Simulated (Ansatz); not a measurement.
# Run report: GeH5SCl, nudged elastic band

The run: nudged elastic band of GeH5SCl. Method and program: RKS PBE/def2-SVP (Ansatz 0.2.0).

It belongs to a series of runs on one base structure; here: band between the two ends. Figures and captions count atoms from 1; the log counts them from 0 in places.

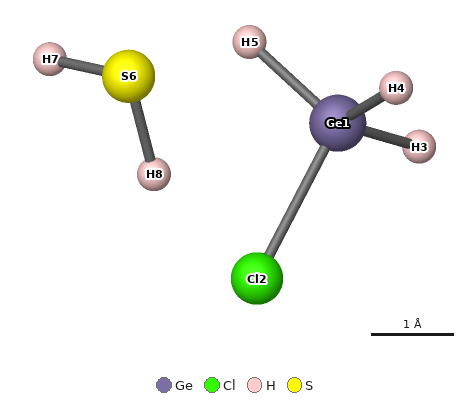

Figure 1. The structure as given in the input (ball-and-stick view, seen at a tilt; atoms are numbered from 1 in the order of the input). Sticks mark near contacts. Bond lengths as drawn: Cl–Ge 2.20 Å, Ge–H 1.54 to 1.55 Å and H–S 1.36 to 1.37 Å.

**The input**
```yaml
crystal:
  periodic: [false, false, false]
  atoms:
    - { symbol: Ge, position_ang: [0.401614, 0.057468, -0.104641] }
    - { symbol: Cl, position_ang: [0.296055, -0.208146, 2.073794] }
    - { symbol: H, position_ang: [1.909719, 0.023991, -0.455562] }
    - { symbol: H, position_ang: [-0.231145, 1.425993, -0.436016] }
    - { symbol: H, position_ang: [-0.354045, -1.124063, -0.751989] }
    - { symbol: S, position_ang: [-3.366559, 0.119095, 0.933852] }
    - { symbol: H, position_ang: [-3.39891, -1.238899, 0.849395] }
    - { symbol: H, position_ang: [-2.306828, 0.07176, 1.793067] }
basis:
  gaussian: { orbitals: def2-SVP }
hamiltonian:
  xc: pbe
neb:
  order_check: false
  images: 9
  f_tol: 0.03
  max_iterations: 60
  final_atoms:
    - { symbol: Ge, position_ang: [-0.38234508, 0.21590298, -0.46310942] }
    - { symbol: Cl, position_ang: [-0.30141066, -1.24927407, 3.05930574] }
    - { symbol: H, position_ang: [0.70650719, 1.09955745, 0.18531994] }
    - { symbol: H, position_ang: [-0.62938037, 0.63184497, -1.93740104] }
    - { symbol: H, position_ang: [-0.0564956, -1.29252842, -0.35729095] }
    - { symbol: S, position_ang: [-2.25210605, 0.65843744, 0.75492827] }
    - { symbol: H, position_ang: [-2.94649522, -0.41035865, 0.27164474] }
    - { symbol: H, position_ang: [-1.18837322, -0.5263827, 2.38850271] }
  initial_path:
    images:
      - { positions_ang: [[0.401614, 0.057468, -0.104641], [0.296055, -0.208146, 2.073794], [1.909719, 0.023991, -0.455562], [-0.231145, 1.425993, -0.436016], [-0.354045, -1.124063, -0.751989], [-3.366559, 0.119095, 0.933852], [-3.39891, -1.238899, 0.849395], [-2.306828, 0.07176, 1.793067]] }
      - { positions_ang: [[0.32125766, 0.04821772, -0.08324472], [0.23594586, -0.16799764, 2.17348906], [1.82022375, 0.0247349, -0.46670847], [-0.33298055, 1.39545548, -0.45000766], [-0.42687965, -1.15047678, -0.7064441], [-3.17751209, 0.09213092, 0.90752054], [-3.3527151, -1.16898404, 0.68003342], [-2.13743888, 0.05411845, 1.84726192]] }
      - { positions_ang: [[0.24090132, 0.03896743, -0.06184844], [0.17583672, -0.12784928, 2.27318413], [1.73072849, 0.0254788, -0.47785495], [-0.4348161, 1.36491795, -0.46399931], [-0.49971429, -1.17689057, -0.66089919], [-2.98846518, 0.06516684, 0.88118908], [-3.3065202, -1.09906907, 0.51067184], [-1.96804976, 0.03647689, 1.90145685]] }
      - { positions_ang: [[0.16054498, 0.02971715, -0.04045215], [0.11572758, -0.08770092, 2.37287919], [1.64123324, 0.02622271, -0.48900142], [-0.53665165, 1.33438043, -0.47799097], [-0.57254894, -1.20330435, -0.61535429], [-2.79941828, 0.03820277, 0.85485762], [-3.26032529, -1.02915411, 0.34131026], [-1.79866064, 0.01883534, 1.95565177]] }
      - { positions_ang: [[0.08018864, 0.02046686, -0.01905587], [0.05561844, -0.04755256, 2.47257425], [1.55173798, 0.02696661, -0.5001479], [-0.6384872, 1.3038429, -0.49198262], [-0.64538359, -1.22971813, -0.56980939], [-2.61037137, 0.01123869, 0.82852616], [-3.21413039, -0.95923915, 0.17194868], [-1.62927152, 0.00119378, 2.00984669]] }
      - { positions_ang: [[-0.0001677, 0.01121658, 0.00234041], [-0.0044907, -0.0074042, 2.57226932], [1.46224273, 0.02771051, -0.51129437], [-0.74032276, 1.27330538, -0.50597428], [-0.71821823, -1.25613191, -0.52426449], [-2.42132446, -0.01572539, 0.8021947], [-3.16793549, -0.88932419, 0.0025871], [-1.4598824, -0.01644777, 2.06404162]] }
      - { positions_ang: [[-0.07660317, 0.05215386, -0.09074956], [-0.06387469, -0.25577817, 2.6696766], [1.31109562, 0.2420799, -0.37197151], [-0.71813428, 1.1450133, -0.79225963], [-0.58587371, -1.26341122, -0.49086978], [-2.38748078, 0.11910717, 0.79274141], [-3.12364743, -0.79353108, 0.05639863], [-1.40558056, -0.11843476, 2.12893383]] }
      - { positions_ang: [[-0.15303865, 0.09309114, -0.18383952], [-0.12325868, -0.50415215, 2.76708389], [1.15994851, 0.45644929, -0.23264864], [-0.6959458, 1.01672122, -1.07854498], [-0.45352918, -1.27069052, -0.45747507], [-2.3536371, 0.25393974, 0.78328813], [-3.07935938, -0.69773797, 0.11021015], [-1.35127872, -0.22042174, 2.19382605]] }
      - { positions_ang: [[-0.22947413, 0.13402842, -0.27692949], [-0.18264267, -0.75252612, 2.86449117], [1.00880141, 0.67081867, -0.09332578], [-0.67375732, 0.88842913, -1.36483033], [-0.32118466, -1.27796982, -0.42408037], [-2.31979341, 0.38877231, 0.77383484], [-3.03507133, -0.60194487, 0.16402168], [-1.29697689, -0.32240873, 2.25871827]] }
      - { positions_ang: [[-0.3059096, 0.1749657, -0.37001945], [-0.24202666, -1.0009001, 2.96189846], [0.8576543, 0.88518806, 0.04599708], [-0.65156885, 0.76013705, -1.65111569], [-0.18884013, -1.28524912, -0.39068566], [-2.28594973, 0.52360487, 0.76438156], [-2.99078327, -0.50615176, 0.21783321], [-1.24267505, -0.42439571, 2.32361049]] }
      - { positions_ang: [[-0.38234508, 0.21590298, -0.46310942], [-0.30141066, -1.24927407, 3.05930574], [0.70650719, 1.09955745, 0.18531994], [-0.62938037, 0.63184497, -1.93740104], [-0.0564956, -1.29252842, -0.35729095], [-2.25210605, 0.65843744, 0.75492827], [-2.94649522, -0.41035865, 0.27164474], [-1.18837322, -0.5263827, 2.38850271]] }
```

Run on 2 threads of AMD EPYC (Zen 3), 32 GiB of memory available, shared host.

Command:
```bash
ansatz run input.yaml --threads 2 --pin off --max-ram 3072MiB --backend cpu --events-out ev --progress --plain --runs-dir out
```

**What the program printed**
```
Engine: ansatz 0.2.0, x86_64-unknown-linux-gnu
Functional definition: PBE
  parameter kappa = 0.804
  parameter beta = 0.06672455060314922
  exchange = pbe_x(kappa = kappa, mu = beta*pi^2/3)
  correlation = pbe_c(beta = beta)
1041 factors; their error is unknown
mean field evaluation 1: about -79924.2461 eV, gradient 2.5e1 eV
mean field evaluation 2: about -79924.3603 eV, gradient 2.8e1 eV
mean field evaluation 4: about -79925.3442 eV, gradient 1.1e0 eV
mean field evaluation 8: about -79925.2840 eV, gradient 6.8e-2 eV
mean field -79925.28400117 eV, -2937.2000117398 hartree, gradient 3.6e-5 eV, S^2 0.000000; 0 other end points of the search recorded, 0 dependent functions left out
the calculation of the forces begins
reference -79925.28403404 eV, -2937.2000129475 hartree; 35, 35 occupied and 58, 58 virtual orbitals, 1041 factors
1041 factors; their error is unknown
mean field evaluation 16: about -79924.1780 eV, gradient 2.5e1 eV
mean field -79925.12633127 eV, -2937.1942174778 hartree, gradient 4.8e-5 eV, S^2 0.000000; 0 other end points of the search recorded, 0 dependent functions left out
[... from here on the field's lines of each further geometry are left out, up to the last ...]
NEB iter   1: max|band force component| = 4.667e0 eV/Å  barrier→ = 2.8901 eV  barrier← = 2.7324 eV  Δτ_max = 0.2000 Å  (265 SCF iters)
NEB iter   2: max|band force component| = 1.507e0 eV/Å  barrier→ = 1.8756 eV  barrier← = 1.7179 eV  Δτ_max = 0.2000 Å  (254 SCF iters)
NEB iter   3: max|band force component| = 1.027e0 eV/Å  barrier→ = 1.4223 eV  barrier← = 1.2647 eV  Δτ_max = 0.2000 Å  (245 SCF iters)
NEB iter   4: max|band force component| = 6.502e-1 eV/Å  barrier→ = 1.2777 eV  barrier← = 1.1201 eV  Δτ_max = 0.1914 Å  (228 SCF iters)
NEB iter   5: max|band force component| = 6.179e-1 eV/Å  barrier→ = 1.3002 eV  barrier← = 1.1425 eV  Δτ_max = 0.2000 Å  (236 SCF iters)
NEB iter   6: max|band force component| = 4.253e-1 eV/Å  barrier→ = 1.2680 eV  barrier← = 1.1104 eV  CI = image 5  Δτ_max = 0.1675 Å  (225 SCF iters)
NEB iter   7: max|band force component| = 2.626e-1 eV/Å  barrier→ = 1.2440 eV  barrier← = 1.0864 eV  CI = image 5  Δτ_max = 0.1645 Å  (227 SCF iters)
NEB iter   8: max|band force component| = 3.894e-1 eV/Å  barrier→ = 1.2321 eV  barrier← = 1.0744 eV  CI = image 5  Δτ_max = 0.0809 Å  (215 SCF iters)
NEB iter   9: max|band force component| = 1.660e-1 eV/Å  barrier→ = 1.2265 eV  barrier← = 1.0689 eV  CI = image 5  Δτ_max = 0.1153 Å  (207 SCF iters)
NEB iter  10: max|band force component| = 1.104e-1 eV/Å  barrier→ = 1.2243 eV  barrier← = 1.0666 eV  CI = image 5  Δτ_max = 0.0968 Å  (207 SCF iters)
NEB iter  11: max|band force component| = 8.550e-2 eV/Å  barrier→ = 1.2238 eV  barrier← = 1.0661 eV  CI = image 5  Δτ_max = 0.0628 Å  (216 SCF iters)
NEB iter  12: max|band force component| = 6.099e-2 eV/Å  barrier→ = 1.2233 eV  barrier← = 1.0656 eV  CI = image 5  Δτ_max = 0.0495 Å  (214 SCF iters)
NEB iter  13: max|band force component| = 7.486e-2 eV/Å  barrier→ = 1.2226 eV  barrier← = 1.0649 eV  CI = image 5  Δτ_max = 0.0248 Å  (213 SCF iters)
NEB iter  14: max|band force component| = 3.021e-2 eV/Å  barrier→ = 1.2218 eV  barrier← = 1.0641 eV  CI = image 5  Δτ_max = 0.0356 Å  (216 SCF iters)
NEB iter  15: max|band force component| = 4.268e-2 eV/Å  barrier→ = 1.2214 eV  barrier← = 1.0637 eV  CI = image 5  Δτ_max = 0.0178 Å  (212 SCF iters)
NEB iter  16: max|band force component| = 3.292e-2 eV/Å  barrier→ = 1.2210 eV  barrier← = 1.0634 eV  CI = image 5  Δτ_max = 0.0178 Å  (215 SCF iters)
NEB iter  17: max|band force component| = 3.204e-2 eV/Å  barrier→ = 1.2208 eV  barrier← = 1.0631 eV  CI = image 5  Δτ_max = 0.0178 Å  (213 SCF iters)
NEB iter  18: max|band force component| = 2.124e-2 eV/Å  barrier→ = 1.2206 eV  barrier← = 1.0630 eV  CI = image 5  Δτ_max = 0.0082 Å  (211 SCF iters)
the calculation of the forces begins
reference -79925.12067877 eV, -2937.1940097521 hartree; 35, 35 occupied and 58, 58 virtual orbitals, 1041 factors
1041 factors; their error is unknown
mean field evaluation 1152: about -79924.0635 eV, gradient 1.3e-4 eV
mean field -79924.06349050 eV, -2937.1551588000 hartree, gradient 3.6e-5 eV, S^2 0.000000; 1 other end points of the search recorded, 0 dependent functions left out
the calculation of the forces begins
reference -79924.06352253 eV, -2937.1551599770 hartree; 35, 35 occupied and 58, 58 virtual orbitals, 1041 factors
NEB iter  19: max|band force component| = 2.745e-2 eV/Å  barrier→ = 1.2205 eV  barrier← = 1.0628 eV  CI = image 5  Δτ_max = 0.0000 Å  (248 SCF iters)
```

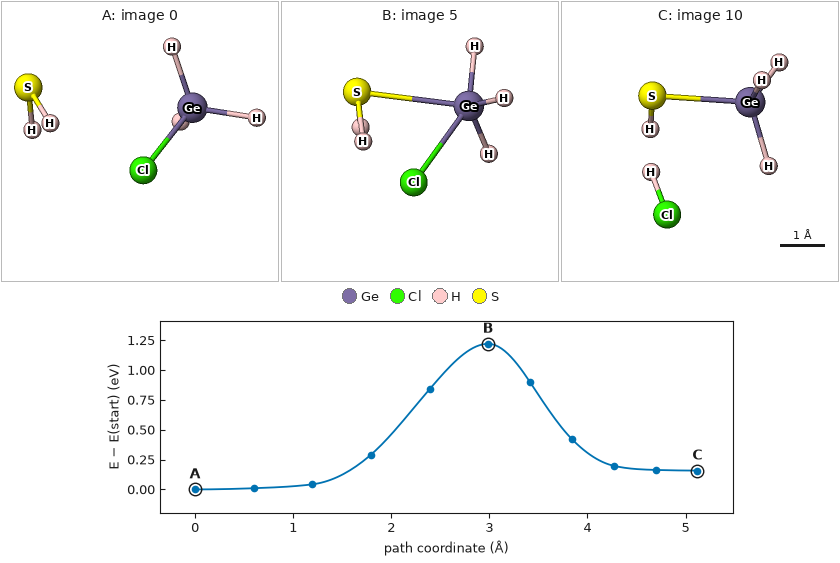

Figure 2. Images of the last band (counted from 0; ball-and-stick, seen at a tilt) above the energy along the path; the line is a cubic interpolation that uses the forces. The highest image is number 5, 1.221 eV above the start and 1.063 eV above the end (the climbing image); the end lies 0.158 eV above the start. The path is 5.12 Å long. The band converged in 19 iterations.

```
Total energy: -79924.06352253 eV, -2937.1551599770 hartree
Atom 0 at    -0.178088     0.045229    -0.159366 Å, force     0.000866    -0.005501     0.001550 eV/Å
Atom 1 at    -0.000770    -0.795222     2.296671 Å, force     0.001864    -0.006230    -0.002619 eV/Å
Atom 2 at     1.229797     0.620747     0.133411 Å, force    -0.000438     0.003793     0.002602 eV/Å
Atom 3 at    -0.745898     0.971018    -1.289287 Å, force    -0.001525    -0.000576    -0.005352 eV/Å
Atom 4 at    -0.253026    -1.413837    -0.663371 Å, force     0.002131     0.001498     0.000158 eV/Å
Atom 5 at    -2.497956     0.520192     1.010905 Å, force    -0.000806     0.005792     0.002652 eV/Å
Atom 6 at    -2.981495    -0.669567     0.553556 Å, force    -0.001251    -0.003749    -0.002072 eV/Å
Atom 7 at    -1.622663    -0.151362     2.019381 Å, force    -0.000841     0.004974     0.003081 eV/Å
Dipole moment:    -0.338019     0.023711    -0.400900 e Å
this run last wrote the band of iteration 19 to [file]; this run last wrote the band within `neb.f_tol` of iteration 18 to [file]
```

**The last band as extended XYZ (Å, eV, eV/Å)**
```
8
Properties=species:S:1:pos:R:3:forces:R:3 image=0 energy=-79925.28400
Ge    0.4016    0.0575   -0.1046   -0.0010   0.0005  -0.0002
Cl    0.2961   -0.2081    2.0738    0.0008  -0.0009   0.0002
H     1.9097    0.0240   -0.4556    0.0000   0.0002   0.0005
H    -0.2311    1.4260   -0.4360   -0.0004  -0.0006  -0.0003
H    -0.3540   -1.1241   -0.7520    0.0004   0.0001   0.0002
S    -3.3666    0.1191    0.9339   -0.0002   0.0003  -0.0003
H    -3.3989   -1.2389    0.8494    0.0000  -0.0002   0.0000
H    -2.3068    0.0718    1.7931    0.0004   0.0006  -0.0001
8
Properties=species:S:1:pos:R:3:forces:R:3 image=1 energy=-79925.27395
Ge    0.4079   -0.0077   -0.1158    0.0017   0.0010  -0.0014
Cl    0.2892   -0.3395    2.0529    0.0044   0.0064   0.0006
H     1.9032    0.2502   -0.4216    0.0066  -0.0090  -0.0027
H    -0.4749    1.2116   -0.4521    0.0141   0.0111   0.0031
H    -0.0910   -1.3040   -0.7958   -0.0085   0.0083   0.0004
S    -3.3705    0.2744    1.0256   -0.0023  -0.0106  -0.0059
H    -3.4284   -1.0613    0.7721   -0.0128  -0.0086   0.0095
H    -2.2856    0.1035    1.8366   -0.0032   0.0014  -0.0035
8
Properties=species:S:1:pos:R:3:forces:R:3 image=2 energy=-79925.24140
Ge    0.3465   -0.0724   -0.1180    0.0347  -0.0016  -0.0039
Cl    0.2248   -0.4495    2.0457    0.0248   0.0154  -0.0037
H     1.7977    0.3985   -0.3616    0.0425  -0.0214  -0.0453
H    -0.6967    1.0013   -0.4922    0.0179   0.0077   0.0571
H     0.0460   -1.4258   -0.8056    0.0189   0.0053  -0.0116
S    -3.3003    0.4022    1.1491   -0.0564  -0.0113   0.0092
H    -3.2607   -0.8291    0.5712   -0.0394  -0.0154   0.0115
H    -2.2074    0.1019    1.9132   -0.0430   0.0212  -0.0134
8
Properties=species:S:1:pos:R:3:forces:R:3 image=3 energy=-79924.99309
Ge    0.1892   -0.0634   -0.1128    0.2182  -0.0663  -0.0201
Cl    0.1202   -0.5737    2.0529    0.0543   0.1289  -0.0933
H     1.6240    0.4868   -0.1623    0.2485  -0.1034  -0.2290
H    -0.7697    0.9828   -0.7300   -0.0263  -0.0013   0.3705
H    -0.0604   -1.4342   -0.7811    0.1267  -0.0137  -0.0803
S    -3.0262    0.4693    1.1460   -0.3403  -0.0216   0.0824
H    -3.0991   -0.7399    0.5271   -0.0847  -0.0245  -0.0020
H    -2.0282   -0.0005    1.9621   -0.1964   0.1019  -0.0282
8
Properties=species:S:1:pos:R:3:forces:R:3 image=4 energy=-79924.44477
Ge    0.0091   -0.0139   -0.1053    0.2982  -0.1341   0.0712
Cl    0.0816   -0.7005    2.1233    0.1481   0.1738  -0.2816
H     1.4297    0.5643    0.0158    0.3316  -0.0987  -0.2307
H    -0.7516    0.9976   -1.0257   -0.0294  -0.0037   0.4000
H    -0.1758   -1.4159   -0.7289    0.1185  -0.0225  -0.0775
S    -2.7503    0.4969    1.0947   -0.4095   0.0037   0.1407
H    -3.0308   -0.7123    0.5393   -0.0868  -0.0487   0.0129
H    -1.8621   -0.0890    1.9887   -0.3706   0.1303  -0.0350
8
Properties=species:S:1:pos:R:3:forces:R:3 image=5 energy=-79924.06349
Ge   -0.1781    0.0452   -0.1594    0.0009  -0.0055   0.0015
Cl   -0.0008   -0.7952    2.2967    0.0019  -0.0062  -0.0026
H     1.2298    0.6207    0.1334   -0.0004   0.0038   0.0026
H    -0.7459    0.9710   -1.2893   -0.0015  -0.0006  -0.0054
H    -0.2530   -1.4138   -0.6634    0.0021   0.0015   0.0002
S    -2.4980    0.5202    1.0109   -0.0008   0.0058   0.0027
H    -2.9815   -0.6696    0.5536   -0.0013  -0.0037  -0.0021
H    -1.6227   -0.1514    2.0194   -0.0008   0.0050   0.0031
8
Properties=species:S:1:pos:R:3:forces:R:3 image=6 energy=-79924.38611
Ge   -0.2876    0.0887   -0.2425   -0.3399   0.1619  -0.2424
Cl   -0.1037   -0.7933    2.4772   -0.2888  -0.1331   0.4774
H     1.1046    0.6296    0.1969   -0.3635   0.0381   0.1917
H    -0.7198    0.9578   -1.4411    0.0454   0.0482  -0.4148
H    -0.2686   -1.4098   -0.6205   -0.0711   0.0405   0.0423
S    -2.4192    0.5385    0.8880    0.2611   0.0642  -0.2975
H    -2.9449   -0.6725    0.5371    0.0898   0.0428  -0.0416
H    -1.4110   -0.2118    2.1069    0.6670  -0.2625   0.2849
8
Properties=species:S:1:pos:R:3:forces:R:3 image=7 energy=-79924.86279
Ge   -0.3683    0.1263   -0.3434   -0.1767   0.0834  -0.2109
Cl   -0.1374   -0.8368    2.6870   -0.0347  -0.1698   0.3781
H     0.9354    0.6774    0.2885   -0.3190   0.0579   0.1591
H    -0.6639    0.9243   -1.6258    0.0889  -0.0083  -0.3410
H    -0.2736   -1.3956   -0.5951   -0.0698   0.0415  -0.0082
S    -2.3714    0.5563    0.7806    0.1175   0.0608  -0.1559
H    -2.8964   -0.6740    0.5056    0.0843   0.0487  -0.0275
H    -1.2746   -0.2508    2.2045    0.3095  -0.1141   0.2065
8
Properties=species:S:1:pos:R:3:forces:R:3 image=8 energy=-79925.08605
Ge   -0.4106    0.1551   -0.4404   -0.0229   0.0231  -0.0642
Cl   -0.1701   -0.9231    2.9215   -0.0025  -0.0526   0.1162
H     0.7732    0.7492    0.3545   -0.0973   0.0284   0.0176
H    -0.5682    0.8692   -1.8035    0.0380  -0.0273  -0.0801
H    -0.2831   -1.3765   -0.6029   -0.0185   0.0247  -0.0149
S    -2.3418    0.5809    0.7146    0.0243   0.0183  -0.0227
H    -2.8775   -0.6437    0.4473    0.0095   0.0185  -0.0153
H    -1.1720   -0.2839    2.3108    0.0694  -0.0331   0.0635
8
Properties=species:S:1:pos:R:3:forces:R:3 image=9 energy=-79925.12065
Ge   -0.4040    0.1829   -0.4778    0.0010  -0.0004  -0.0034
Cl   -0.2310   -1.0647    3.0847    0.0022  -0.0113   0.0105
H     0.7258    0.9114    0.2795   -0.0038   0.0102  -0.0058
H    -0.5772    0.7597   -1.9056   -0.0027  -0.0072  -0.0046
H    -0.1917   -1.3471   -0.5203    0.0047   0.0023   0.0053
S    -2.2888    0.6137    0.7257    0.0028   0.0040   0.0013
H    -2.9261   -0.5199    0.3178   -0.0039   0.0068  -0.0063
H    -1.1570   -0.4089    2.3980   -0.0002  -0.0043   0.0029
8
Properties=species:S:1:pos:R:3:forces:R:3 image=10 energy=-79925.12633
Ge   -0.3823    0.2159   -0.4631    0.0164  -0.0018  -0.0173
Cl   -0.3014   -1.2493    3.0593   -0.0215   0.0138  -0.0128
H     0.7065    1.0996    0.1853   -0.0210  -0.0158  -0.0124
H    -0.6294    0.6318   -1.9374    0.0026  -0.0090   0.0259
H    -0.0565   -1.2925   -0.3573   -0.0032   0.0284   0.0006
S    -2.2521    0.6584    0.7549    0.0114  -0.0001   0.0089
H    -2.9465   -0.4104    0.2716   -0.0024  -0.0024  -0.0069
H    -1.1884   -0.5264    2.3885    0.0177  -0.0130   0.0141
```

**Summary**

```csv
quantity,value
outcome,converged
"barrier, forward",1.220 eV
"barrier, backward",1.063 eV
wall time,2.6 min (CPU time 5.1 min)
peak memory,0.15 GiB
```

The order of the saddle point was not checked.
